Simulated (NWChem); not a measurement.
# Run report: Si3H8, energy and gradient calculation (part 1 of 2)

Si3H8, computed with HF/STO-3G, RHF (NWChem 7.3.0).

The geometry comes from this level: PBE0-D4/def2-TZVP.

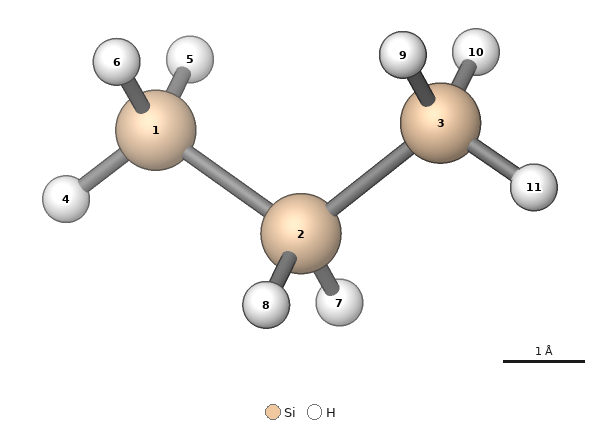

*The structure (ball-and-stick view, seen at a tilt; atoms are numbered from 1 in the order of the input).*

Bond lengths as drawn: H–Si 1.49 Å and Si–Si 2.34 Å.

Summary:

| quantity | value |
| --- | --- |
| outcome | converged |
| total energy | −861.477915 hartree |
| basis functions | 35 |
| largest force | 1.714 eV/Å |
| HOMO | −8.02 eV |
| LUMO | 10.25 eV |
| dipole moment | 0.15 D |
| hardware | 1 thread of Intel Xeon (Granite Rapids), 12 GiB of memory available, shared host |
| wall time | 1.8 s |
| peak memory | 0.1 GiB |

The input:
```
start run
title "H8Si3 gradient"
memory 2200 mb
geometry noautosym nocenter noautoz
  Si   -1.292570    1.366730   -0.525270
  Si   -0.462570   -0.807300   -0.296320
  Si    1.631930   -0.774400    0.742750
  H    -2.625850    1.367720   -1.185120
  H    -0.354030    2.180440   -1.344070
  H    -1.422540    2.000090    0.814640
  H    -0.343400   -1.440160   -1.640160
  H    -1.410380   -1.620800    0.516390
  H     1.515950   -0.154940    2.090430
  H     2.583820    0.031780   -0.068050
  H     2.179610   -2.149160    0.894770
end
basis spherical bse
  * library STO-3G
end
scf
  thresh 1e-08
  maxiter 80
end
task scf gradient
```

Launch command:
```bash
nwchem run.nw > run.out
```

Output:
```
Northwest Computational Chemistry Package (NWChem) 7.3.0
             --------------------------------------------------------

           Job information
           ---------------

    nwchem branch   = 7.3.0
    use scalapack   = T
    input           = run.nw
    prefix          = run.
    data base       = ./run.db
    status          = startup
    nproc           =        1

           Memory information
           ------------------

    heap     =     72089596 doubles =      550.0 Mbytes
    stack    =     72089601 doubles =      550.0 Mbytes
    global   =    144179200 doubles =     1100.0 Mbytes (distinct from heap & stack)
    total    =    288358397 doubles =     2200.0 Mbytes
    verify   = yes
    hardfail = no

           Directory information
           ---------------------

  0 permanent = .
  0 scratch   = .

                                NWChem Input Module
                                -------------------

                                  H8Si3 gradient
                                  --------------

 Scaling coordinates for geometry "geometry" by  1.889725989
 (inverse scale =  0.529177249)

                             Geometry "geometry" -> ""
                             -------------------------

 Output coordinates in angstroms (scale by  1.889725989 to convert to a.u.)

  No.       Tag          Charge          X              Y              Z
 ---- ---------------- ---------- -------------- -------------- --------------
    1 Si                  14.0000    -1.29257000     1.36673000    -0.52527000
    2 Si                  14.0000    -0.46257000    -0.80730000    -0.29632000
    3 Si                  14.0000     1.63193000    -0.77440000     0.74275000
    4 H                    1.0000    -2.62585000     1.36772000    -1.18512000
    5 H                    1.0000    -0.35403000     2.18044000    -1.34407000
    6 H                    1.0000    -1.42254000     2.00009000     0.81464000
    7 H                    1.0000    -0.34340000    -1.44016000    -1.64016000
    8 H                    1.0000    -1.41038000    -1.62080000     0.51639000
    9 H                    1.0000     1.51595000    -0.15494000     2.09043000
   10 H                    1.0000     2.58382000     0.03178000    -0.06805000
   11 H                    1.0000     2.17961000    -2.14916000     0.89477000

      Atomic Mass
      -----------

      Si                27.976930
      H                  1.007825

 Effective nuclear repulsion energy (a.u.)     193.1178511057

            Nuclear Dipole moment (a.u.)
            ----------------------------
        X                 Y               Z
 ---------------- ---------------- ----------------
    -3.0268874995    -5.2810471449    -1.9368368575

            XYZ format geometry
            -------------------
    11
 geometry
 Si                   -1.29257000     1.36673000    -0.52527000
 Si                   -0.46257000    -0.80730000    -0.29632000
 Si                    1.63193000    -0.77440000     0.74275000
 H                    -2.62585000     1.36772000    -1.18512000
 H                    -0.35403000     2.18044000    -1.34407000
 H                    -1.42254000     2.00009000     0.81464000
 H                    -0.34340000    -1.44016000    -1.64016000
 H                    -1.41038000    -1.62080000     0.51639000
 H                     1.51595000    -0.15494000     2.09043000
 H                     2.58382000     0.03178000    -0.06805000
 H                     2.17961000    -2.14916000     0.89477000

 ==============================================================================
                                internuclear distances
 ------------------------------------------------------------------------------
       center one      |      center two      | atomic units |  angstroms
 ------------------------------------------------------------------------------
    2 Si               |   1 Si               |     4.41878  |     2.33832
    3 Si               |   2 Si               |     4.41876  |     2.33831
    4 H                |   1 Si               |     2.81121  |     1.48763
    5 H                |   1 Si               |     2.81145  |     1.48775
    6 H                |   1 Si               |     2.81144  |     1.48775
    7 H                |   2 Si               |     2.81602  |     1.49017
    8 H                |   2 Si               |     2.81602  |     1.49018
    9 H                |   3 Si               |     2.81145  |     1.48776
   10 H                |   3 Si               |     2.81145  |     1.48776
   11 H                |   3 Si               |     2.81120  |     1.48763
 ------------------------------------------------------------------------------
                         number of included internuclear distances:         10
 ==============================================================================

 ==============================================================================
                                 internuclear angles
 ------------------------------------------------------------------------------
        center 1       |       center 2       |       center 3       |  degrees
 ------------------------------------------------------------------------------
    2 Si               |   1 Si               |   4 H                |   111.23
    2 Si               |   1 Si               |   5 H                |   109.78
    2 Si               |   1 Si               |   6 H                |   109.79
    4 H                |   1 Si               |   5 H                |   108.72
    4 H                |   1 Si               |   6 H                |   108.72
    5 H                |   1 Si               |   6 H                |   108.54
    1 Si               |   2 Si               |   3 Si               |   110.39
    1 Si               |   2 Si               |   7 H                |   109.57
    1 Si               |   2 Si               |   8 H                |   109.58
    3 Si               |   2 Si               |   7 H                |   109.58
    3 Si               |   2 Si               |   8 H                |   109.58
    7 H                |   2 Si               |   8 H                |   108.11
    2 Si               |   3 Si               |   9 H                |   109.79
    2 Si               |   3 Si               |  10 H                |   109.79
    2 Si               |   3 Si               |  11 H                |   111.23
    9 H                |   3 Si               |  10 H                |   108.54
    9 H                |   3 Si               |  11 H                |   108.72
   10 H                |   3 Si               |  11 H                |   108.72
 ------------------------------------------------------------------------------
                            number of included internuclear angles:         18
 ==============================================================================

 Summary of "ao basis" -> "" (spherical)
 ------------------------------------------------------------------------------
       Tag                 Description            Shells   Functions and Types
 ---------------- ------------------------------  ------  ---------------------
 *                           STO-3G                   on all atoms

                      Basis "ao basis" -> "ao basis" (spherical)
                      -----
  [basis functions not shown]

 Summary of "ao basis" -> "ao basis" (spherical)
 ------------------------------------------------------------------------------
       Tag                 Description            Shells   Functions and Types
 ---------------- ------------------------------  ------  ---------------------
 Si                          STO-3G                  5        9   3s2p
 H                           STO-3G                  1        1   1s

                                 NWChem SCF Module
                                 -----------------

                                  H8Si3 gradient

  ao basis        = "ao basis"
  functions       =    35
  atoms           =    11
  closed shells   =    25
  open shells     =     0
  charge          =   0.00
  wavefunction    = RHF
  input vectors   = atomic
  output vectors  = ./run.movecs
  use symmetry    = F
  symmetry adapt  = F

 Summary of "ao basis" -> "ao basis" (spherical)
 ------------------------------------------------------------------------------
       Tag                 Description            Shells   Functions and Types
 ---------------- ------------------------------  ------  ---------------------
 Si                          STO-3G                  5        9   3s2p
 H                           STO-3G                  1        1   1s

 Forming initial guess at       0.0s

      Superposition of Atomic Density Guess
      -------------------------------------

 Sum of atomic energies:        -860.08553101

      Non-variational initial energy
      ------------------------------

 Total energy =    -859.487073
 1-e energy   =   -1590.530056
 2-e energy   =     537.925132
 HOMO         =      -0.094492
 LUMO         =       0.372966

 Starting SCF solution at       0.1s

 ----------------------------------------------
         Quadratically convergent ROHF

 Convergence threshold     :          1.000E-08
 Maximum no. of iterations :           80
 Final Fock-matrix accuracy:          1.000E-10
 ----------------------------------------------

              iter       energy          gnorm     gmax       time
             ----- ------------------- --------- --------- --------
                 1     -861.4549248144  4.10D-01  1.62D-01      0.2
                 2     -861.4768779362  8.44D-02  4.56D-02      0.3
                 3     -861.4779151673  8.30D-04  3.26D-04      0.5
                 4     -861.4779152560  1.86D-07  8.13D-08      0.9
                 5     -861.4779152560  4.05D-10  1.80D-10      1.2

       Final RHF  results
       ------------------

         Total SCF energy =   -861.477915255963
      One-electron energy =  -1585.243798959231
      Two-electron energy =    530.648032597528
 Nuclear repulsion energy =    193.117851105740

        Time for solution =      1.1s

             Final eigenvalues
             -----------------

              1
    1  -67.9495
    2  -67.9495
    3  -67.9335
    4   -5.9378
    5   -5.9377
    6   -5.9263
    7   -3.9632
    8   -3.9632
    9   -3.9626
   10   -3.9625
   11   -3.9623
   12   -3.9622
   13   -3.9513
   14   -3.9508
   15   -3.9503
   16   -0.7207
   17   -0.6667
   18   -0.6004
   19   -0.4396
   20   -0.4246
   21   -0.4150
   22   -0.4146
   23   -0.3946
   24   -0.3403
   25   -0.2947
   26    0.3765
   27    0.4338
   28    0.4667
   29    0.4901
   30    0.5429
   31    0.5446
   32    0.5469
   33    0.5790
   34    0.6127
   35    0.6454

                       ROHF Final Molecular Orbital Analysis
                       -------------------------------------

 Vector   16  Occ=2.000000D+00  E=-7.207493D-01
              MO Center= -1.0D-01, -1.7D-01, -6.4D-02, r^2= 4.2D+00
   Bfn.  Coefficient  Atom+Function         Bfn.  Coefficient  Atom+Function
  ----- ------------  ---------------      ----- ------------  ---------------
    15      0.466050   2 Si s                 6      0.368383   1 Si s
    24      0.368386   3 Si s                11     -0.190179   2 Si s
     2     -0.153542   1 Si s                20     -0.153544   3 Si s
```
